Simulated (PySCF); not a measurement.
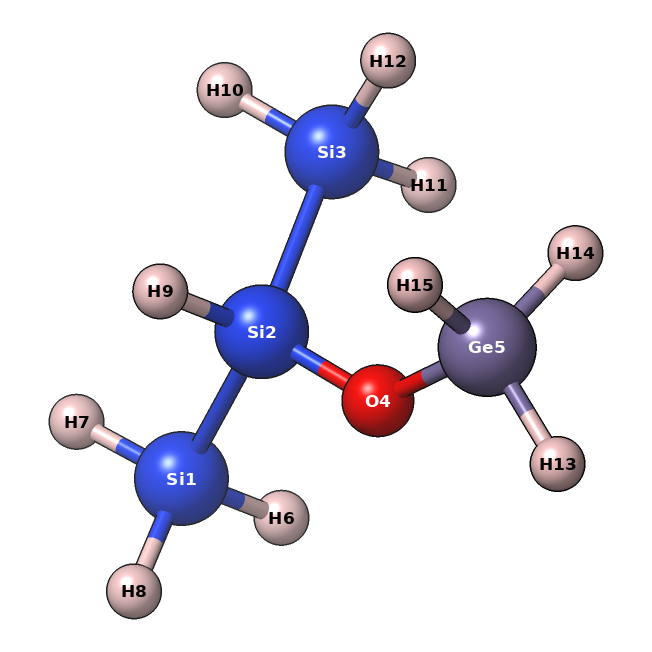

Computed geometry: PBE0-D3(BJ)/def2-SVP optimisation. No frequency run is at hand to confirm it as a minimum. Properties computed with delta-SCF UKS SCAN, pcX-2 on the ionised atom, pcseg-1 elsewhere, spin-free X2C (PySCF 2.14.0).

Give the core-electron binding energies (to vacuum; p and d levels without spin–orbit splitting) of Si1 1s, Si1 2p, Si2 1s, Si2 2p, O4 1s.

```
atom  level  binding energy (eV)
 Si1     1s               1846.0
 Si1     2p                106.5
 Si2     1s               1846.5
 Si2     2p                106.8
  O4     1s                537.2
```
